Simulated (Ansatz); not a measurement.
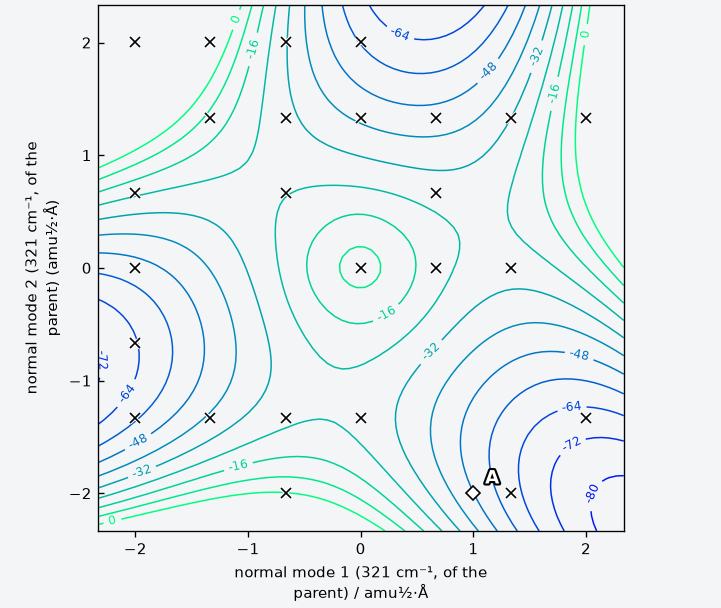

F₃P, charge −1, spin multiplicity 2. 
- The first coordinate is: normal mode 1 (321 cm⁻¹, of the parent); the second: normal mode 2 (321 cm⁻¹, of the parent).
- Nothing is relaxed (straight displacements along the two mass-weighted modes).
- The scan uses a 15 × 15 grid. At 25 points there is no value.
- Points are written as (first, second).
- Energies: kJ/mol, counted from the ion of charge -1 at the geometry of the relaxed parent of charge +0.
- Near the degeneracy a single determinant is a rough description.
- All numbers below come from Ansatz, UKS PBE0-D4/def2-SVPD.

The picture shows contour lines labelled in kJ/mol (none above 0), crosses at grid points without a value, the point A. Between grid points the surface is interpolated.

Which way does the force act at A, and how strong is it?

A, at (1.001 amu½·Å, −2.001 amu½·Å), is not a stationary point. The computed force is 40 kJ/mol for each amu½·Å towards larger values of the first coordinate and 20 kJ/mol for each amu½·Å towards larger values of the second coordinate.
